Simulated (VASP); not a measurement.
# LaPb3: accuracy against cost in the plane-wave cutoff and precision settings, part 3 of 3

How sensitive are energy and pressure of LaPb3 to the plane-wave cutoff and precision settings? The series runs use LDA. The start is a cell from a database of measured crystal structures.

VASP 6.6.1; LDA; plane waves and PAW (La, Pb_d).

Still holding for the runs below: This run has no spin polarisation. Its electron count is odd, so without a moment it is a metal by construction. The k-mesh is coarse for a metal.

So far. Step 15 (Precision settings: PREC = Accurate): Against the first of the series the energy moves by +0.76 meV an atom and the pressure by -0.05 GPa, after 13 cycles in 4.8 s. Step 16 (Precision settings: LREAL = Auto): Against PREC = Accurate, on which this run builds, the energy moves by +0.60 meV an atom and the pressure by +0.01 GPa, after 13 cycles in 6.4 s.

The database entry behind the starting cell is an old determination (1935), so it need not match the best structure at ambient conditions.

## 17. Precision settings: ADDGRID on

Contents of INCAR:

```
SYSTEM = LaPb3
PREC = Accurate
ENCUT = 400
EDIFF = 1E-06
NELM = 100
ISMEAR = -1
SIGMA = 0.05
LREAL = .FALSE.
ALGO = Normal
GGA = CA
NBANDS = 32
LASPH = .TRUE.
LORBIT = 11
LWAVE = .FALSE.
LCHARG = .FALSE.
KPAR = 4
ISIF = 2
ADDGRID = .TRUE.
```

Contents of POSCAR:

```
LaPb3
1.0
    4.8930000000      0.0000000000      0.0000000000
    0.0000000000      4.8930000000      0.0000000000
    0.0000000000      0.0000000000      4.8930000000
La Pb
1 3
Direct
    0.0000000000      0.0000000000      0.0000000000
    0.0000000000      0.5000000000      0.5000000000
    0.5000000000      0.0000000000      0.5000000000
    0.5000000000      0.5000000000      0.0000000000
```

Contents of KPOINTS:

```
Automatic mesh
0
Gamma
5 5 5
0 0 0
```

PAW data sets: La and Pb_d (PBE family, release 64).

Run with:

```console
> mpirun -np 4 vasp_std
```

What it wrote:

```text
[... set-up lines as in an earlier step ...]
 entering main loop
       N       E                     dE             d eps       ncg     rms          rms(c)
DAV:   1     0.599514718853E+03    0.59951E+03   -0.19906E+04   648   0.191E+03
DAV:   2     0.797714720508E+02   -0.51974E+03   -0.51092E+03   640   0.443E+02
DAV:   3    -0.140789768112E+02   -0.93850E+02   -0.92707E+02   824   0.234E+02
DAV:   4    -0.205908049993E+02   -0.65118E+01   -0.62860E+01  1032   0.665E+01
[...]
DAV:  11    -0.205197028255E+02    0.99277E-05   -0.24408E-04  1144   0.128E-01    0.965E-03
DAV:  12    -0.205197018464E+02    0.97913E-06   -0.30425E-05   904   0.660E-02    0.341E-03
DAV:  13    -0.205197021364E+02   -0.29001E-06   -0.43068E-06   712   0.205E-02
   1 F= -.20519702E+02 E0= -.20514536E+02  d E =-.103326E-01
```

Wall time 11 s (4 MPI ranks of Intel Xeon 6975P-C (Granite Rapids), shared host); peak memory 0.97 GiB; 41 s of CPU time.

Parts of OUTCAR (step 17):

```text
  Total       -1.4373615     -1.4373615     -1.4373615     -0.0000000     -0.0000000      0.0000000
  in kB      -19.6585262    -19.6585262    -19.6585262     -0.0000000     -0.0000000      0.0000000
  external PRESSURE =     -19.6585262 kB  Pullay stress =       0.0000000 kB

  FREE ENERGIE OF THE ION-ELECTRON SYSTEM (eV)
  ---------------------------------------------------
  free  energy   TOTEN  =       -20.5197021364 eV

  energy  without entropy=      -20.5093695714  energy(sigma->0) =      -20.51453585

[... 3 parts as in an earlier step ...]

[... 1 further part left out ...]
[key lines of the parts left out:]
E-fermi :   7.8938
```

Against PREC = Accurate, on which this run builds, the energy moves by +0.01 meV an atom while the pressure stays within 0.01 GPa, after 13 cycles in 11 s.

## 18. Precision settings: LASPH off

INCAR: that of step 17 with these lines changed.

```diff
@@ -11,3 +11,3 @@
 NBANDS = 32
-LASPH = .TRUE.
+LASPH = .FALSE.
 LORBIT = 11
@@ -17,2 +17 @@
 ISIF = 2
-ADDGRID = .TRUE.
```

POSCAR is that of step 17.

KPOINTS is that of step 17.

Run with:

```console
> mpirun -np 4 vasp_std
```

What it wrote:

```text
[... set-up lines as in an earlier step ...]
 entering main loop
       N       E                     dE             d eps       ncg     rms          rms(c)
[... 1 cycle as in an earlier step ...]
DAV:   2     0.797714445788E+02   -0.51974E+03   -0.51092E+03   640   0.443E+02
DAV:   3    -0.140790019227E+02   -0.93850E+02   -0.92707E+02   824   0.234E+02
DAV:   4    -0.205908282265E+02   -0.65118E+01   -0.62860E+01  1032   0.665E+01
DAV:   5    -0.209624648032E+02   -0.37164E+00   -0.37142E+00  1232   0.116E+01    0.342E+00
[...]
DAV:  11    -0.205197280646E+02    0.99263E-05   -0.24409E-04  1144   0.128E-01    0.965E-03
DAV:  12    -0.205197270843E+02    0.98023E-06   -0.30428E-05   904   0.661E-02    0.341E-03
DAV:  13    -0.205197273751E+02   -0.29080E-06   -0.43069E-06   712   0.205E-02
   1 F= -.20519727E+02 E0= -.20514561E+02  d E =-.103326E-01
```

Run time: 4.2 s. Hardware: 4 MPI ranks; peak memory 0.65 GiB; 14 s of CPU time.

From OUTCAR (step 18):

```text
  Total       -1.4384857     -1.4384857     -1.4384857      0.0000000      0.0000000     -0.0000000
  in kB      -19.6739018    -19.6739018    -19.6739018      0.0000000      0.0000000     -0.0000000
  external PRESSURE =     -19.6739018 kB  Pullay stress =       0.0000000 kB

  FREE ENERGIE OF THE ION-ELECTRON SYSTEM (eV)
  ---------------------------------------------------
  free  energy   TOTEN  =       -20.5197273751 eV

  energy  without entropy=      -20.5093947446  energy(sigma->0) =      -20.51456106

[... 3 parts as in an earlier step ...]

[... 1 further part left out ...]
[key lines of the parts left out:]
E-fermi :   7.8938
```

Against PREC = Accurate, on which this run builds, the energy stays within 0.01 meV an atom and the pressure within 0.01 GPa, after 13 cycles in 4.2 s.

## 19. The precision settings series as a table

This step: convergence of LDA results with the precision; plane waves and PAW (VASP 6.6.1).

This step runs nothing: it gathers the runs above.

Differences are taken from the run with PREC = Normal. Results of the series, by row:

```
         setting     status  energy less the reference (meV/atom)  pressure (GPa)  SCF cycles  wall time (s)
      PREC = Low  converged                               -0.7374           -1.92          13              3
   PREC = Medium  converged                              -0.08381          -1.962          13            3.2
   PREC = Normal  converged                                     0          -1.967          13            3.4
   PREC = Single  converged                               -0.1124          -1.937          13            4.2
 PREC = Accurate  converged                               0.02443          -1.967          13            4.8
    LREAL = Auto  converged                                0.6284          -1.958          13            6.4
ADDGRID = .TRUE.  converged                               0.03049          -1.966          13           10.8
 LASPH = .FALSE.  converged                               0.02418          -1.967          13            4.2
```

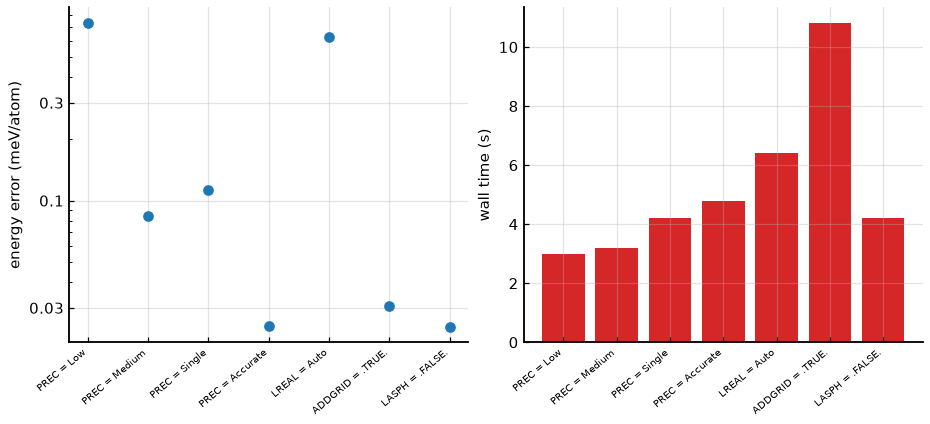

The energy error in size, against the reference run (errors under 0.01 are drawn at 0.01), and the wall time by setting.

## 20. Summary of results

| Item | Value |
| --- | --- |
| plane-wave cutoff from which the energy stays within 10 meV/atom of the reference | ENCUT = 240 |
| plane-wave cutoff from which the energy stays within 1 meV/atom of the reference | ENCUT = 380 |
| plane-wave cutoff from which the pressure stays within 0.2 GPa of the reference | ENCUT = 380 |
| spread of the pressure over the plane-wave cutoff | 402 GPa |
| spread of the energy over the plane-wave cutoff | 7949 meV/atom |
| spread of the pressure over the precision settings | 0.0474 GPa |
| spread of the energy over the precision settings | 1.37 meV/atom |

From ENCUT = 380 on, the energy stays within 1 meV an atom of the reference, at 69 % of its time. The pressure holds within 0.2 GPa from ENCUT = 380 on. These cutoffs are 0.6 to 2 times the default of the data sets, about 240 eV; at the default the run is off by -5.3 meV an atom, -0.63 GPa, and at 1.3 times by -3.3 meV an atom, -0.52 GPa. Energy differences between like cells converge faster than these totals. Among the precision settings, PREC = Low moves the energy most against PREC = Accurate (-0.8 meV an atom), and PREC = Low the pressure (+0.05 GPa). The fastest converged run is PREC = Low, at 3 s against 4.8 s; on a shared host such times are rough. LREAL = Auto is slower here: projection in real space pays only in large cells. LASPH acts on gradient terms inside the spheres, which LDA lacks, so this test can't show its weight. Differences are taken from the run with ENCUT = 480, which is itself not the exact limit. Forces vanish by symmetry in this cell, so the series can't test them. The runs at ENCUT = 140; ENCUT = 180; ENCUT = 210 are over 30 meV an atom or 2 GPa off and describe the material poorly.

[Lines on the potential files, build, host, timing and source positions are cut from VASP's logs without a mark.]

[Logs are printed without paths, hosts, clocks, repeated set-up lines and the standing remarks that a program may print on its own settings, such as how far it seeks lower states.]

[Hosts, paths, dates, database ids (printed as entryN), source tags and the programs' standing remarks are cut or masked in the printed files.]

[A measured line is paired with the nearest computed mode of its activity, which favours agreement.]

[In band tables of VASP the shares of atoms and orbitals are scaled to a sum of 1 inside the atoms' spheres.]
